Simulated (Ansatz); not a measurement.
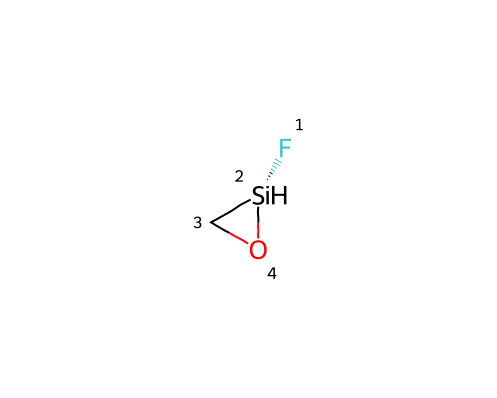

A structural formula, with wedges where it has stereocentres; small numbers name the atoms. The configuration is that of a computed structure (PBE-D4/def2-SVP).

> Give the R/S and E/Z labels.

Si2: S.

> Write the isomeric SMILES.

F[Si@H]1CO1
